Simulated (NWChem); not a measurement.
# One shape, several levels: triplet CH4O2

Aim: a comparison of 4 runs (UHF/def2-TZVP, U-r2SCAN/def2-TZVP, UPBE/def2-TZVP, UMP2/def2-TZVP) of triplet CH4O2. 

The results are computed with NWChem 7.3.0.

1 further run of the same task is left out (it didn't finish). Runs told in other sessions of the task aren't counted.

**1. The molecule**

The species is CH4O2 (7 atoms), meant as a triplet with charge 0. As SMILES of the parent species, `OCO`. The coordinates come from a PBE0-D4/def2-TZVP relaxation. This is one conformer, not always the lowest. That shape belongs to the parent species and isn't relaxed for this state.

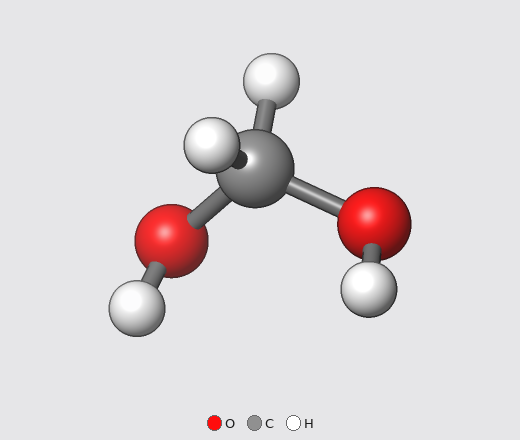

Viewed from a chosen angle; oxygen red, carbon grey, hydrogen white.

**2. A single-point energy at UHF/def2-TZVP (run 1)**

ch4o2.nw reads:

```
echo
start ch4o2
title "CH4O2 hf"
memory total 2200 mb

geometry units angstroms noautosym nocenter noautoz
  O       -1.179670      -0.442480      -0.114040
  C       -0.056830       0.262760       0.326010
  O        1.123360      -0.484850       0.321120
  H       -1.170080      -0.494150      -1.073060
  H        0.069750       1.188620      -0.253590
  H       -0.249370       0.512030       1.369080
  H        1.462850      -0.541920      -0.575520
end

basis "ao basis" spherical bse
  * library def2-TZVP
end

scf
  triplet
  uhf
  thresh 1e-08
  maxiter 80
  print low
end

task scf energy
```

Started as:

```sh
nwchem ch4o2.nw > ch4o2.out
```

Log:

```text
[...]
  functions       =   117
[...]
  wavefunction    = UHF
[...]
         Total SCF energy =   -189.747451992830
      One electron energy =   -420.018303868098
      Two electron energy =    148.717941001153
 Nuclear repulsion energy =     81.552910874116
                       Sz =      1.0000
                 Sz(Sz+1) =      2.0000
                      S^2 =      2.0099
[...]
```

Run time: 2.1 min. Hardware: 1 thread of Intel Xeon 6975P-C (Granite Rapids), shared host; peak memory 0.11 GiB.

**3. The energy at U-r2SCAN/def2-TZVP (run 2)**

sp.xyz reads:

```xyz
7

O     -1.179670    -0.442480    -0.114040
C     -0.056830     0.262760     0.326010
O      1.123360    -0.484850     0.321120
H     -1.170080    -0.494150    -1.073060
H      0.069750     1.188620    -0.253590
H     -0.249370     0.512030     1.369080
H      1.462850    -0.541920    -0.575520
```

sp.nw reads:

```
start sp
memory total 2200 mb

geometry noautosym nocenter noautoz
load format xyz sp.xyz
end

basis spherical bse
O library def2-TZVP
C library def2-TZVP
H library def2-TZVP
end

dft
xc r2scan
mult 3
grid fine
convergence energy 1e-08
iterations 100
mulliken
end

task dft
```

Started as:

```sh
nwchem sp.nw > sp.out
```

Log:

```text
[...]
          Wavefunction type:  spin polarized.
          No. of atoms     :     7
          No. of electrons :    26
[...]
          Charge           :     0
          Spin multiplicity:     3
[...]
          AO basis - number of functions:   117
[...]
              XC Information
              --------------
                      r^2SCAN Method XC Functional
               r^2SCAN metaGGA Exchange Functional  1.000
                     r^2SCAN Correlation Potential  1.000
[...]
 d= 0,ls=0.0,diis     1   -190.5458357102 -2.72D+02  3.76D-02  2.48D-01     3.2
[...]
 d= 0,ls=0.5,diis    46   -190.6705503823 -9.20D-09  1.24D-06  2.32D-08   136.0
[...]
         Total DFT energy =     -190.670550392238
      One electron energy =     -420.568239593558
           Coulomb energy =      172.217215693623
    Exchange-Corr. energy =      -23.872437366419
 Nuclear repulsion energy =       81.552910874116
[...]
      Total Density - Mulliken Population Analysis
     ---------------------------------------------
    Atom       Charge   Shell Charges
 -----------   ------   -------------------------------------------------------
    1 O    8     8.07   0.79  1.18  0.61  0.95  0.19  1.86  1.88  0.58  0.00  0.03  0.00
    2 C    6     5.65   0.86  1.12  0.54  0.62 -0.30  1.25  1.08  0.31  0.04  0.13  0.02
    3 O    8     8.08   0.79  1.18  0.61  0.94  0.20  1.87  1.88  0.59  0.00  0.03  0.00
    4 H    1     1.13   0.24  0.33  0.50  0.05
    5 H    1     1.03   0.24  0.39  0.37  0.03
    6 H    1     0.92   0.27  0.48  0.14  0.02
    7 H    1     1.12   0.24  0.33  0.49  0.05
[...]
      <S2> =      2.0068 (Exact =     2.0000)
[...]
```

Run time: 2.3 min. Hardware: 1 thread of Intel Xeon 6975P-C (Granite Rapids), shared host; peak memory 0.13 GiB.

**4. The energy at UPBE/def2-TZVP (run 3)**

m1.xyz reads:

```xyz
7
CH4O2 energy
O     -1.179670    -0.442480    -0.114040
C     -0.056830     0.262760     0.326010
O      1.123360    -0.484850     0.321120
H     -1.170080    -0.494150    -1.073060
H      0.069750     1.188620    -0.253590
H     -0.249370     0.512030     1.369080
H      1.462850    -0.541920    -0.575520
```

run.py reads:

```python
from ase.io import read
from ase.calculators.nwchem import NWChem

atoms = read('m1.xyz')

calc = NWChem(
    label='m1',
    theory='dft',
    memory='2200 mb',
    basis='def2-TZVP',
    basispar='spherical bse',
    dft={'xc': 'xpbe96 cpbe96', 'mult': '3', 'grid': 'fine', 'convergence': 'energy 1e-08', 'iterations': '100', 'mulliken': None},
    task='energy',
)
atoms.calc = calc

print(f"energy = {atoms.get_potential_energy():.6f} eV")
```

Started as:

```sh
export ASE_NWCHEM_COMMAND="nwchem PREFIX.nwi > PREFIX.nwo"
python run.py
```

Log:

```text
energy = -5185.630127 eV
```

The calculator wrote m1.nwi:

```
title "m1"

permanent_dir m1

scratch_dir m1

start m1

geometry units angstrom nocenter noautosym noautoz
  O  -1.1796700000000000e+00 -4.4247999999999998e-01 -1.1404000000000000e-01
  C  -5.6829999999999999e-02 2.6275999999999999e-01 3.2601000000000002e-01
  O  1.1233599999999999e+00 -4.8485000000000000e-01 3.2112000000000002e-01
  H  -1.1700800000000000e+00 -4.9414999999999998e-01 -1.0730599999999999e+00
  H  6.9750000000000006e-02 1.1886200000000000e+00 -2.5358999999999998e-01
  H  -2.4937000000000001e-01 5.1202999999999999e-01 1.3690800000000001e+00
  H  1.4628500000000000e+00 -5.4191999999999996e-01 -5.7552000000000003e-01
end

memory 2200 mb

basis spherical bse noprint
   * library def2-TZVP
end

dft
  xc xpbe96 cpbe96
  mult 3
  grid fine
  convergence energy 1e-08
  iterations 100
  mulliken
end

task dft energy
```

m1.nwo:

```text
Northwest Computational Chemistry Package (NWChem) 7.3.0
             --------------------------------------------------------

           Job information
           ---------------

    nwchem branch   = 7.3.0
    use scalapack   = T
    input           = m1.nwi
    prefix          = m1.
    data base       = m1/m1.db
    status          = startup
    nproc           =        1

           Memory information
           ------------------

[... 5 lines left out ...]
    hardfail = no
[... 40 lines left out ...]
            Nuclear Dipole moment (a.u.)
[... 85 lines left out ...]
          Convergence on density requested:  1.00D-05
[... 24 lines left out ...]
          Convergence aids based upon iterative change in
[... 29 lines left out ...]
 2-e energy   =     147.919771
[... 58 lines left out ...]
           Coulomb energy =      172.189569476982
[... 832 lines left out ...]
                     DFT Final Beta Molecular Orbital Analysis
[... 946 lines left out ...]
     Multipole analysis of the density
     ---------------------------------

     L   x y z        total         alpha         beta         nuclear
     -   - - -        -----         -----         ----         -------
     0   0 0 0     -0.000000    -14.000000    -12.000000     26.000000

     1   1 0 0     -0.127746      0.425994      0.728079     -1.281820
[... 8 lines of this table left out ...]
     2   0 0 2    -17.126434    -21.750012    -13.189067     17.812646

 Task  times  cpu:      130.8s     wall:      130.8s
 Total times  cpu:      130.8s     wall:      130.8s
```

Run time: 2.2 min. Hardware: 1 thread of Intel Xeon 6975P-C (Granite Rapids), shared host; peak memory 0.13 GiB.

**5. A single-point energy at UMP2/def2-TZVP (run 4)**

run.py reads:

```python
from ase import Atoms
from ase.calculators.nwchem import NWChem

system = Atoms('OCOHHHH', positions=[
    [-1.179670, -0.442480, -0.114040],
    [-0.056830, 0.262760, 0.326010],
    [1.123360, -0.484850, 0.321120],
    [-1.170080, -0.494150, -1.073060],
    [0.069750, 1.188620, -0.253590],
    [-0.249370, 0.512030, 1.369080],
    [1.462850, -0.541920, -0.575520],
])

calc = NWChem(
    label='ch4o2',
    theory='mp2',
    memory='2200 mb',
    basis='def2-TZVP',
    basispar='spherical bse',
    scf={'nopen': '2', 'uhf': None, 'thresh': '1e-08', 'maxiter': '80'},
    mp2={'freeze': 'core 3', 'tight': None},
    task='energy',
)
system.calc = calc

e = system.get_potential_energy()
print(f"E = {e:.6f} eV")
```

Started as:

```sh
export ASE_NWCHEM_COMMAND="nwchem PREFIX.nwi > PREFIX.nwo"
python run.py
```

Log:

```text
E = -5179.525523 eV
```

The calculator wrote ch4o2.nwi:

```
title "ch4o2"

permanent_dir ch4o2

scratch_dir ch4o2

start ch4o2

geometry units angstrom nocenter noautosym noautoz
  O  -1.1796700000000000e+00 -4.4247999999999998e-01 -1.1404000000000000e-01
  C  -5.6829999999999999e-02 2.6275999999999999e-01 3.2601000000000002e-01
  O  1.1233599999999999e+00 -4.8485000000000000e-01 3.2112000000000002e-01
  H  -1.1700800000000000e+00 -4.9414999999999998e-01 -1.0730599999999999e+00
  H  6.9750000000000006e-02 1.1886200000000000e+00 -2.5358999999999998e-01
  H  -2.4937000000000001e-01 5.1202999999999999e-01 1.3690800000000001e+00
  H  1.4628500000000000e+00 -5.4191999999999996e-01 -5.7552000000000003e-01
end

memory 2200 mb

basis spherical bse noprint
   * library def2-TZVP
end

scf
  nopen 2
  uhf
  thresh 1e-08
  maxiter 80
end
mp2
  freeze core 3
  tight
end

task mp2 energy
```

ch4o2.nwo:

```text
Northwest Computational Chemistry Package (NWChem) 7.3.0
             --------------------------------------------------------

           Job information
           ---------------

    nwchem branch   = 7.3.0
    use scalapack   = T
    input           = ch4o2.nwi
    prefix          = ch4o2.
    data base       = ch4o2/ch4o2.db
    status          = startup
    nproc           =        1

           Memory information
           ------------------

[... 5 lines left out ...]
    hardfail = no
[... 40 lines left out ...]
            Nuclear Dipole moment (a.u.)
[... 86 lines left out ...]
 2-e energy   =     147.919771
[... 17 lines left out ...]
  ga_iter_lsolve: convergence stagnant ... aborting solve
[... 13 lines left out ...]
      One electron energy =   -420.018303868128
[... 9 lines left out ...]
          Final alpha eigenvalues
[... 230 lines left out ...]
                     UHF Final Beta Molecular Orbital Analysis
[... 302 lines left out ...]
          ---------------------------------------------------
                    Spin Component Scaled (SCS) MP2
          Same spin pairs                     -0.148206370431
          Same spin scaling factor             0.333333333333
          Opposite spin pairs                 -0.448395354233
          Opposite spin scaling fact.          1.200000000000
          SCS-MP2 correlation energy          -0.587476548557
          Total SCS-MP2 energy              -190.334928541375
          ---------------------------------------------------

 -----------------------
 Task  times  cpu:      132.7s     wall:      132.7s
 Total times  cpu:      132.7s     wall:      132.7s
```

Wall time 2.2 min (1 thread of Intel Xeon 6975P-C (Granite Rapids), shared host); peak memory 0.4 GiB.

**6. Overview of the runs**

```csv
run,level,iteration cap,module,energy (Eh),⟨S²⟩,wall time
1,UHF/def2-TZVP,80,scf,-189.747452,2.010,2.1 min
2,U-r2SCAN/def2-TZVP,100,dft,-190.670550,2.007,2.3 min
3,UPBE/def2-TZVP,100,dft,-190.568394,2.003,2.2 min
4,UMP2/def2-TZVP,80,mp2,-190.344054,2.010,2.2 min
```

**7. Outcome**

```
                                                         quantity          value
                                              run 4: total energy  -190.34405 Eh
run 4: HOMO energy (Hartree–Fock orbitals) (highest over α and β)       -4.11 eV
 run 4: LUMO energy (Hartree–Fock orbitals) (lowest over α and β)       -0.60 eV
               run 4: correlation energy (3 core orbitals frozen)     -596.6 mEh
                         run 4: ⟨S²⟩ of the reference determinant          2.010
```

In words: Totals of different functionals can't be ranked against each other. All runs together took 8.9 min, the longest 2.3 min.
